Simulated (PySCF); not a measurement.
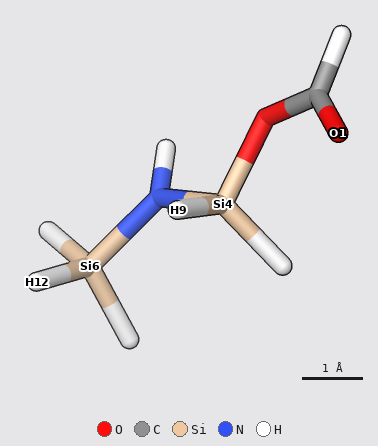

*The structure as given in the input (stick view, seen at a tilt; atoms are numbered from 1 in the order of the input).*

Bond lengths as drawn: C–H 1.12 Å, C–O 1.22 to 1.32 Å, H–N 1.02 Å, H–Si 1.45 to 1.47 Å, N–Si 1.73 to 1.74 Å and O–Si 1.63 Å.

# Geometry relaxation, with input and output: CH7NO2Si2 (part 1 of 2)

The run: geometry relaxation of CH7NO2Si2. Method and program: PBE0-D3(BJ)/def2-SVP geometry optimisation, gas phase (PySCF 2.14.0).

It belongs to a series of runs on one base structure; here: constitutional isomer.

Input file:
```
{"job": {"xc": "PBE0", "basis": "def2-SVP", "d3": "d3bj", "grid": 1, "shake": 0.01, "kind": "geom"}, "charge": 0, "multiplicity": 1}
O      3.382190    -0.690420    -0.219290
C      2.927860     0.245440     0.411920
O      1.654300     0.546800     0.559970
Si     0.504180    -0.368280    -0.150510
N     -0.914420     0.411990     0.476180
Si    -2.569530    -0.018140     0.210920
H      3.590090     0.960300     0.959690
H      0.619930    -0.238840    -1.599600
H      0.563030    -1.739410     0.344470
H     -0.746830     1.271350     1.000600
H     -2.889450     0.088010    -1.203230
H     -2.736230    -1.408220     0.648170
H     -3.379300     0.922550     1.007300
```

The first line tells a small driver script what to run in PySCF; the rest is the geometry in Å.

Run on 1 CPU thread, shared host.

Command:
```bash
OMP_NUM_THREADS=1 python <driver script> task.json out
```

Log:
```
step   0  E = -825.69900685  max force = 0.045962
step   1  E = -825.70686455  max force = 0.010607
step   2  E = -825.70108752  max force = 0.040035
step   3  E = -825.70663145  max force = 0.016052
step   4  E = -825.70781892  max force = 0.002807
step   5  E = -825.70788274  max force = 0.003161
step   6  E = -825.70794517  max force = 0.001765
step   7  E = -825.70798391  max force = 0.000467
step   8  E = -825.70802951  max force = 0.001040
step   9  E = -825.70814222  max force = 0.002737
step  10  E = -825.70850534  max force = 0.007137
step  11  E = -825.70885394  max force = 0.012065
step  12  E = -825.70953344  max force = 0.009382
step  13  E = -825.71143909  max force = 0.004144
step  14  E = -825.71130608  max force = 0.005782
step  15  E = -825.71197870  max force = 0.002321
step  16  E = -825.71225954  max force = 0.001822
step  17  E = -825.71246792  max force = 0.001883
step  18  E = -825.71258317  max force = 0.001365
step  19  E = -825.71261971  max force = 0.001176
step  20  E = -825.71266443  max force = 0.000754
step  21  E = -825.71271476  max force = 0.000968
step  22  E = -825.71276003  max force = 0.000992
step  23  E = -825.71278551  max force = 0.000857
step  24  E = -825.71280863  max force = 0.000646
step  25  E = -825.71282620  max force = 0.000593
step  26  E = -825.71284091  max force = 0.000486
step  27  E = -825.71284726  max force = 0.000232
optimisation converged
```

Trajectory as extended XYZ (Å, eV, eV/Å), 28 frames, from step=0 to step=27:
```
13
Properties=species:S:1:pos:R:3:forces:R:3 step=0 energy=-22468.41441
O     3.3822   -0.6904   -0.2193   -1.0489   1.0955   0.6671
C     2.9279    0.2454    0.4119    1.8207  -0.7268  -0.3190
O     1.6543    0.5468    0.5600    1.7664   1.1447   0.8735
Si    0.5042   -0.3683   -0.1505   -2.3635  -0.4960  -0.2682
N    -0.9144    0.4120    0.4762    0.3560   0.1861   0.0155
Si   -2.5695   -0.0181    0.2109    0.5361   0.2331   0.4759
H     3.5901    0.9603    0.9597   -0.2368  -0.0823  -0.1047
H     0.6199   -0.2388   -1.5996    0.0918  -0.1387  -0.5829
H     0.5630   -1.7394    0.3445    0.1021  -0.6100  -0.0357
H    -0.7468    1.2713    1.0006    0.0475  -0.1865  -0.1746
H    -2.8895    0.0880   -1.2032   -0.4106  -0.0042  -0.7916
H    -2.7362   -1.4082    0.6482   -0.3389  -0.5334   0.1002
H    -3.3793    0.9225    1.0073   -0.3220   0.1185   0.1445
13
Properties=species:S:1:pos:R:3:forces:R:3 step=1 energy=-22468.62823
O     3.2240   -0.7137   -0.3074    0.4853  -0.1827  -0.0702
C     3.0005    0.2305    0.3986   -0.5454  -0.1607  -0.2463
O     1.7603    0.6310    0.6464   -0.0985   0.2114   0.2264
Si    0.5141   -0.3195   -0.0958    0.0046   0.2413   0.2098
N    -0.9334    0.4281    0.4910    0.1644   0.0383  -0.0003
Si   -2.5923   -0.0264    0.2054    0.1626   0.0490   0.0934
H     3.7708    0.8519    0.8932    0.0031   0.0668   0.0693
H     0.6592   -0.2034   -1.5640    0.0180  -0.0546  -0.1356
H     0.6153   -1.7147    0.3825    0.0072  -0.1619  -0.0407
H    -0.7868    1.2904    1.0085   -0.0073   0.0257  -0.0234
H    -2.9529    0.0562   -1.2361   -0.0709   0.0096  -0.1497
H    -2.8189   -1.4321    0.6412   -0.0718  -0.1070   0.0256
H    -3.4544    0.9046    0.9826   -0.0513   0.0249   0.0417
13
Properties=species:S:1:pos:R:3:forces:R:3 step=2 energy=-22468.47103
O     3.4972   -0.6723   -0.2478   -1.7138  -0.0368  -0.1249
C     2.9886    0.2143    0.3862    2.0587   1.0923   0.9851
O     1.7373    0.5924    0.6192   -0.3333  -1.3395  -1.0134
Si    0.5016   -0.3599   -0.1302   -0.3571   0.2266   0.1865
N    -0.9280    0.4052    0.4700    0.0534  -0.0415  -0.0436
Si   -2.6057   -0.0034    0.2217   -0.0001  -0.0115   0.0175
H     3.6393    0.9172    0.9443    0.1716   0.1936   0.1112
H     0.6439   -0.2466   -1.6055    0.0692  -0.0651  -0.0209
H     0.5969   -1.7672    0.3349    0.0569  -0.0422  -0.0719
H    -0.7561    1.2647    0.9845    0.0132   0.0252  -0.0189
H    -3.0078    0.0944   -1.2159   -0.0076   0.0075  -0.0138
H    -2.8769   -1.4066    0.6608   -0.0113  -0.0027  -0.0011
H    -3.4247    0.9507    1.0237    0.0003  -0.0059   0.0082
13
Properties=species:S:1:pos:R:3:forces:R:3 step=3 energy=-22468.62189
O     3.3663   -0.6959   -0.2847   -0.7398   0.1306   0.0717
C     2.9936    0.2243    0.3936    0.8254   0.3288   0.2327
O     1.7463    0.6111    0.6322   -0.1310  -0.6378  -0.4352
Si    0.5072   -0.3414   -0.1135   -0.1865   0.2340   0.2002
N    -0.9301    0.4155    0.4813    0.0931  -0.0031  -0.0233
Si   -2.5993   -0.0141    0.2143    0.0810   0.0144   0.0514
H     3.7039    0.8904    0.9220    0.0715   0.1062   0.0888
H     0.6504   -0.2270   -1.5855    0.0469  -0.0637  -0.0711
H     0.6063   -1.7426    0.3591    0.0375  -0.0982  -0.0603
H    -0.7698    1.2760    0.9979    0.0047   0.0224  -0.0207
H    -2.9804    0.0757   -1.2258   -0.0380   0.0092  -0.0737
H    -2.8497   -1.4188    0.6515   -0.0417  -0.0507   0.0138
H    -3.4392    0.9297    1.0037   -0.0232   0.0077   0.0258
13
Properties=species:S:1:pos:R:3:forces:R:3 step=4 energy=-22468.65420
O     3.3295   -0.6832   -0.2737   -0.0795   0.0972   0.0357
C     2.9975    0.2476    0.4092    0.1105  -0.0354   0.0390
O     1.7383    0.6037    0.6306   -0.0571  -0.1443  -0.1008
Si    0.5134   -0.3568   -0.1248   -0.0095   0.1145   0.1081
N    -0.9219    0.4008    0.4681   -0.0056  -0.0012  -0.0086
Si   -2.5992   -0.0100    0.2183    0.0279  -0.0193   0.0042
H     3.7088    0.9133    0.9428   -0.0169   0.0113  -0.0210
H     0.6668   -0.2464   -1.6003    0.0211  -0.0398   0.0027
H     0.6200   -1.7655    0.3375    0.0050  -0.0106  -0.0515
H    -0.7540    1.2618    0.9818    0.0112   0.0202  -0.0178
H    -3.0011    0.0862   -1.2208   -0.0038   0.0062   0.0076
H    -2.8725   -1.4132    0.6587   -0.0070   0.0102  -0.0033
H    -3.4200    0.9446    1.0188    0.0035  -0.0089   0.0057
13
Properties=species:S:1:pos:R:3:forces:R:3 step=5 energy=-22468.65594
O     3.3413   -0.6558   -0.2879    0.0254  -0.0248   0.0655
C     2.9983    0.2516    0.4187    0.0095   0.0975  -0.1625
O     1.7328    0.5861    0.6365   -0.0577  -0.0977   0.0286
Si    0.5126   -0.3698   -0.1266    0.0278   0.0854   0.0502
N    -0.9197    0.3942    0.4626   -0.0138  -0.0055   0.0018
Si   -2.6002   -0.0061    0.2216   -0.0021  -0.0150  -0.0002
H     3.6972    0.9311    0.9504   -0.0063  -0.0355   0.0415
H     0.6777   -0.2643   -1.6013    0.0047  -0.0145   0.0038
H     0.6158   -1.7828    0.3237   -0.0034  -0.0053  -0.0201
H    -0.7451    1.2570    0.9714    0.0090   0.0104  -0.0209
H    -3.0114    0.0935   -1.2148    0.0012   0.0050   0.0109
H    -2.8848   -1.4061    0.6645    0.0044   0.0051  -0.0034
H    -3.4090    0.9542    1.0272    0.0013  -0.0053   0.0048
13
Properties=species:S:1:pos:R:3:forces:R:3 step=6 energy=-22468.65764
O     3.3639   -0.6360   -0.2837    0.0908  -0.0315  -0.0500
C     3.0004    0.2660    0.4172   -0.0669  -0.0467   0.0293
O     1.7265    0.5698    0.6328   -0.0414   0.0275   0.0262
Si    0.5108   -0.3794   -0.1371    0.0521   0.0233  -0.0002
N    -0.9179    0.3888    0.4518   -0.0112  -0.0061   0.0116
Si   -2.6020   -0.0046    0.2302   -0.0301  -0.0083   0.0026
H     3.6799    0.9445    0.9738    0.0094   0.0197  -0.0171
H     0.6856   -0.2798   -1.6111   -0.0031   0.0211  -0.0030
H     0.6122   -1.7976    0.2969   -0.0180  -0.0011   0.0172
H    -0.7352    1.2556    0.9515    0.0029   0.0038  -0.0241
H    -3.0318    0.0971   -1.2004    0.0032   0.0044   0.0064
H    -2.8914   -1.4013    0.6784    0.0144  -0.0062  -0.0030
H    -3.3955    0.9597    1.0459   -0.0019   0.0002   0.0040
13
Properties=species:S:1:pos:R:3:forces:R:3 step=7 energy=-22468.65869
O     3.3735   -0.6348   -0.2864    0.0135  -0.0011  -0.0111
C     3.0029    0.2635    0.4162   -0.0060  -0.0112   0.0069
O     1.7283    0.5659    0.6339   -0.0140  -0.0078   0.0009
Si    0.5093   -0.3753   -0.1386    0.0240  -0.0013   0.0037
N    -0.9196    0.3925    0.4508    0.0003  -0.0047   0.0099
Si   -2.6030   -0.0078    0.2336   -0.0139  -0.0081   0.0112
H     3.6805    0.9466    0.9705   -0.0005   0.0049  -0.0072
H     0.6846   -0.2727   -1.6124    0.0046   0.0203   0.0002
H     0.6038   -1.7948    0.2938   -0.0130   0.0002   0.0075
H    -0.7374    1.2618    0.9460   -0.0025   0.0120  -0.0223
H    -3.0364    0.0919   -1.1956   -0.0015   0.0045   0.0019
H    -2.8817   -1.4064    0.6827    0.0089  -0.0054  -0.0041
H    -3.3992    0.9526    1.0516    0.0001  -0.0025   0.0026
13
Properties=species:S:1:pos:R:3:forces:R:3 step=8 energy=-22468.65993
O     3.3878   -0.6255   -0.2987   -0.0535   0.0128   0.0154
C     3.0074    0.2620    0.4122    0.0332   0.0268  -0.0067
O     1.7308    0.5556    0.6361    0.0329  -0.0115  -0.0051
Si    0.5058   -0.3659   -0.1440   -0.0189  -0.0458  -0.0074
N    -0.9223    0.4032    0.4462    0.0167  -0.0062   0.0109
Si   -2.6031   -0.0185    0.2458    0.0099  -0.0030   0.0252
H     3.6797    0.9489    0.9687   -0.0033  -0.0057   0.0048
H     0.6875   -0.2541   -1.6166    0.0121   0.0191   0.0036
H     0.5824   -1.7894    0.2805   -0.0076   0.0013  -0.0060
H    -0.7420    1.2821    0.9248   -0.0136   0.0191  -0.0272
H    -3.0519    0.0740   -1.1786   -0.0088   0.0041  -0.0041
H    -2.8522   -1.4211    0.6990    0.0012  -0.0058  -0.0060
H    -3.4045    0.9317    1.0707   -0.0003  -0.0051   0.0025
13
Properties=species:S:1:pos:R:3:forces:R:3 step=9 energy=-22468.66300
O     3.4141   -0.5999   -0.3273   -0.1407   0.0203   0.0486
C     3.0152    0.2622    0.4040    0.0683   0.0841  -0.0205
O     1.7341    0.5341    0.6394    0.1321   0.0171   0.0108
Si    0.4994   -0.3402   -0.1653   -0.1105  -0.1357  -0.0409
N    -0.9284    0.4291    0.4259    0.0424  -0.0124   0.0145
Si   -2.6008   -0.0498    0.2843    0.0533  -0.0007   0.0415
H     3.6757    0.9519    0.9716   -0.0046  -0.0239   0.0211
H     0.7044   -0.2004   -1.6328    0.0232   0.0187   0.0097
H     0.5317   -1.7734    0.2338    0.0000   0.0034  -0.0311
H    -0.7576    1.3361    0.8524   -0.0332   0.0386  -0.0401
H    -3.1037    0.0191   -1.1228   -0.0199   0.0046  -0.0105
H    -2.7694   -1.4598    0.7506   -0.0108  -0.0053  -0.0074
H    -3.4090    0.8740    1.1323    0.0004  -0.0087   0.0043
13
Properties=species:S:1:pos:R:3:forces:R:3 step=10 energy=-22468.67288
O     3.4585   -0.5418   -0.3840   -0.2830   0.0037   0.0971
C     3.0227    0.2634    0.3891    0.1070   0.2067  -0.0268
O     1.7323    0.4918    0.6383    0.3670   0.0664   0.0795
Si    0.4831   -0.2743   -0.2257   -0.3170  -0.2835  -0.1254
N    -0.9479    0.4900    0.3651    0.1005  -0.0414   0.0094
Si   -2.5822   -0.1280    0.3843    0.1329   0.0091   0.0570
H     3.6573    0.9505    0.9895   -0.0002  -0.0570   0.0473
H     0.7504   -0.0643   -1.6753    0.0227   0.0203   0.0211
H     0.4134   -1.7241    0.1073    0.0259   0.0146  -0.0756
H    -0.8185    1.4557    0.6546   -0.0793   0.0647  -0.0661
H    -3.2252   -0.1305   -0.9654   -0.0319   0.0103  -0.0225
H    -2.5474   -1.5390    0.8735   -0.0438  -0.0004  -0.0056
H    -3.3911    0.7335    1.2948   -0.0010  -0.0134   0.0107
13
Properties=species:S:1:pos:R:3:forces:R:3 step=11 energy=-22468.68237
O     3.4922   -0.4644   -0.4409   -0.3683  -0.0347   0.1164
C     3.0140    0.2684    0.3770    0.0921   0.3133  -0.0151
O     1.7125    0.4424    0.6284    0.6204   0.0896   0.2050
Si    0.4591   -0.1859   -0.3153   -0.5509  -0.3776  -0.2487
N    -0.9898    0.5538    0.2622    0.1785   0.0037  -0.0823
Si   -2.5305   -0.2308    0.5294    0.1902   0.0340   0.0319
H     3.6157    0.9434    1.0241    0.0049  -0.0939   0.0732
H     0.8144    0.1314   -1.7262   -0.0338   0.0152   0.0245
H     0.2692   -1.6451   -0.0861    0.1246   0.0166  -0.0920
H    -0.9586    1.5660    0.3475   -0.1201   0.0531  -0.0440
H    -3.3623   -0.3532   -0.7063   -0.0375   0.0102  -0.0272
H    -2.2280   -1.6065    1.0229   -0.0966  -0.0026   0.0278
H    -3.3022    0.5634    1.5294   -0.0035  -0.0268   0.0305
13
Properties=species:S:1:pos:R:3:forces:R:3 step=12 energy=-22468.70085
O     3.4742   -0.4552   -0.4530   -0.2824  -0.0241   0.0991
C     3.0102    0.2732    0.3772    0.0391   0.2234  -0.0343
O     1.7114    0.4509    0.6319    0.4824   0.1064   0.1814
Si    0.4624   -0.1700   -0.3332   -0.4625  -0.2951  -0.1928
N    -0.9995    0.5510    0.2334    0.1339   0.0047  -0.0481
Si   -2.5218   -0.2497    0.5573    0.1725   0.0306   0.0056
H     3.6214    0.9297    1.0336    0.0046  -0.0790   0.0663
H     0.8201    0.1832   -1.7339   -0.0187  -0.0009   0.0152
H     0.2872   -1.6323   -0.1222    0.1136   0.0053  -0.0900
H    -0.9994    1.5666    0.2780   -0.0905   0.0443  -0.0416
H    -3.3876   -0.3971   -0.6529   -0.0252   0.0106  -0.0181
H    -2.1947   -1.6150    1.0626   -0.0739  -0.0022   0.0291
H    -3.2784    0.5476    1.5672    0.0072  -0.0241   0.0283
13
Properties=species:S:1:pos:R:3:forces:R:3 step=13 energy=-22468.75271
O     3.3402   -0.3768   -0.5171    0.1113   0.0281  -0.0582
C     2.9275    0.2983    0.3847   -0.1274  -0.1780   0.0171
O     1.6408    0.4947    0.6379   -0.1068   0.2131   0.0923
Si    0.4450   -0.0469   -0.4807    0.0615   0.0070   0.0227
N    -1.0913    0.5395    0.0174   -0.1617   0.0097  -0.0337
Si   -2.3910   -0.3658    0.7610   -0.0484   0.0559   0.0362
H     3.5714    0.8251    1.1208    0.0048  -0.0011  -0.0060
H     0.8408    0.5367   -1.7867   -0.0338  -0.0496  -0.0422
H     0.3715   -1.5252   -0.4176    0.0920  -0.0418  -0.0679
H    -1.3386    1.4954   -0.2324    0.1360  -0.0270   0.0143
H    -3.4756   -0.7323   -0.2053    0.0387   0.0118  -0.0084
H    -1.8134   -1.6172    1.3266    0.0178  -0.0001   0.0108
H    -3.0218    0.4574    1.8375    0.0159  -0.0279   0.0231
13
Properties=species:S:1:pos:R:3:forces:R:3 step=14 energy=-22468.74909
O     3.2771   -0.4398   -0.4671    0.2619  -0.0440  -0.1114
C     2.9137    0.2849    0.4187   -0.1357  -0.1781   0.0529
O     1.6448    0.5782    0.6398   -0.2436   0.1508  -0.0436
Si    0.4769   -0.0843   -0.4668    0.2973   0.1822   0.1617
N    -1.0486    0.5159    0.0424   -0.1929  -0.1006   0.0746
Si   -2.4350   -0.3216    0.6954   -0.0806  -0.0266   0.0327
H     3.5881    0.7641    1.1597    0.0154   0.0319  -0.0398
H     0.8123    0.4380   -1.8148    0.0609  -0.0206  -0.0099
H     0.5322   -1.5597   -0.3385   -0.1495  -0.0055  -0.0318
H    -1.2147    1.5077   -0.1143    0.0888   0.0037  -0.0648
H    -3.4621   -0.6174   -0.3548    0.0055  -0.0053   0.0385
H    -1.9948   -1.6094    1.3056    0.0638   0.0012  -0.0469
H    -3.0843    0.5263    1.7409    0.0086   0.0109  -0.0123
```
